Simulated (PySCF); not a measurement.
# CCSD(T)/aug-cc-pVTZ run of HOF (hypofluorous acid)

What is the energy change on altering one bond length of HOF (hypofluorous acid) at CCSD(T)/aug-cc-pVTZ? 

The calculation is run with PySCF 2.14.0.

1 further run of the same task is left out (set aside as unsound or not needed).

### Step 1. The system as given

The species is HOF (3 atoms), meant as a singlet with charge 0. As SMILES, `OF`. Geometry: relaxed at PBE0-D4/def2-TZVP.

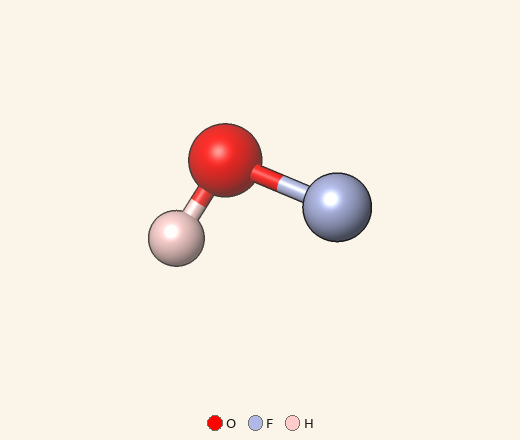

Viewed from a chosen angle; oxygen red, fluorine light blue, hydrogen pink.

### Step 2. The energy at CCSD(T)/aug-cc-pVTZ

The input, input.xyz:

```xyz
3
FHO
O      0.430590    -0.210340     0.216330
F     -0.221910     1.014620    -0.010980
H     -0.208690    -0.804280    -0.205350
```

The input, run.py:

```python
from pyscf import gto, scf, cc

mol = gto.Mole()
mol.atom = 'input.xyz'
mol.spin = 0
mol.charge = 0
mol.max_memory = 1860
mol.verbose = 4
mol.basis = 'aug-cc-pvtz'
mol.build()

myscf = scf.RHF(mol)
myscf.conv_tol = 1e-10
myscf.kernel()
if not myscf.converged:
    myscf = myscf.newton().run(myscf.mo_coeff, myscf.mo_occ)

mycc = cc.CCSD(myscf, frozen=2)
mycc.kernel()
e_t = mycc.ccsd_t()
e_final = mycc.e_tot + e_t
print('E = %.10f Eh' % e_final)
```

Launch:

```sh
$ OMP_NUM_THREADS=1 python run.py
```

Standard output:

```text
PySCF version 2.14.0

[INPUT] num. atoms = 3
[INPUT] num. electrons = 18
[INPUT] charge = 0
[INPUT] spin (= nelec alpha-beta = 2S) = 0
[INPUT] symmetry False subgroup None
[INPUT] Mole.unit = angstrom
[INPUT] Symbol           X                Y                Z      unit          X                Y                Z       unit  Magmom
[INPUT]  1 O      0.430590000000  -0.210340000000   0.216330000000 AA    0.813697171976  -0.397484993041   0.408804452527 Bohr   0.0
[INPUT]  2 F     -0.221910000000   1.014620000000  -0.010980000000 AA   -0.419349124302   1.917353920506  -0.020749192848 Bohr   0.0
[INPUT]  3 H     -0.208690000000  -0.804280000000  -0.205350000000 AA   -0.394366944935  -1.519868927465  -0.388055259679 Bohr   0.0

nuclear repulsion = 34.0627011240133
number of shells = 35
number of NR pGTOs = 141
number of NR cGTOs = 115
basis = aug-cc-pvtz
ecp = {}

[... 43 lines left out ...]
converged SCF energy = -174.809414327413
[... 12 lines left out ...]
Init t2, MP2 energy = -175.32641553003  E_corr(MP2) -0.517001202616164
[... 14 lines left out ...]
CCSD converged
[... 2 lines left out ...]
E = -175.3506527705 Eh
```

Run time: 51 s. Hardware: 1 thread of Arm Neoverse V2, shared host; peak memory 1.6 GiB.

### Step 3. The distorted shape at the same level

The input, run.py:

```python
from pyscf import gto, scf, cc

system = gto.M(
    atom=[
    ('O', (0.526465, -0.121265, 0.279571)),
    ('F', (-0.126035, 1.103695, 0.052261)),
    ('H', (-0.208690, -0.804280, -0.205350)),
],
    spin=0,
    max_memory=1860,
    verbose=3,
    basis='aug-cc-pvtz',
)

mf = scf.RHF(system)
mf.conv_tol = 1e-10
mf.kernel()
if not mf.converged:
    mf = mf.newton().run(mf.mo_coeff, mf.mo_occ)

mycc = cc.CCSD(mf, frozen=2)
mycc.kernel()
e_t = mycc.ccsd_t()
e_tot = mycc.e_tot + e_t
print(f'total energy: {e_tot:.8f} hartree')
```

Launch:

```sh
$ OMP_NUM_THREADS=1 python run.py
```

Standard output:

```text
converged SCF energy = -174.788740329798
E(CCSD) = -175.316781560716  E_corr = -0.5280412309184797
CCSD(T) correction = -0.0202205982922875
total energy: -175.33700216 hartree
```

Wall time 51 s (1 thread of Arm Neoverse V2, shared host); peak memory 1.6 GiB.

### Step 4. What came out

At CCSD(T)/aug-cc-pVTZ, 2 core orbitals frozen:

| quantity | value |
| --- | --- |
| first shape: total energy | -175.35065 Eh |
| first shape: dipole moment (Hartree–Fock density) | 2.12 D |
| first shape: HOMO energy (Hartree–Fock orbitals) | -14.74 eV |
| first shape: LUMO energy (Hartree–Fock orbitals) | 0.79 eV |
| first shape: HOMO–LUMO gap (Hartree–Fock orbitals) | 15.53 eV |
| first shape: correlation energy (2 core orbitals frozen) | -541.2 mEh |
| first shape: (T) correction | -19.26 mEh |
| first shape: T1 diagnostic | 0.013 |
| distorted shape: total energy | -175.33700 Eh |
| distorted shape: dipole moment (Hartree–Fock density) | 2.32 D |
| distorted shape: HOMO energy (Hartree–Fock orbitals) | -14.56 eV |
| distorted shape: LUMO energy (Hartree–Fock orbitals) | 0.69 eV |
| distorted shape: HOMO–LUMO gap (Hartree–Fock orbitals) | 15.25 eV |
| distorted shape: correlation energy (2 core orbitals frozen) | -548.3 mEh |
| distorted shape: (T) correction | -20.22 mEh |
| distorted shape: T1 diagnostic | 0.014 |
| energy change with the O1–H3 bond stretched from 0.969 to 1.115 Å | 0.371 eV |

**Reading.** With the O1–H3 bond stretched from 0.969 to 1.115 Å the energy rises by 0.37 eV (35.8 kJ/mol). The first shape isn't relaxed at this level, so the change isn't measured from a minimum. The triples (first shape) make up 3.6 % of the correlation energy. Mulliken charges (distorted shape) of the mean-field density run from -0.22 on F2 to +0.38 on H3; in a basis this large or diffuse they mean little. The triples (distorted shape) make up 3.7 % of the correlation energy.
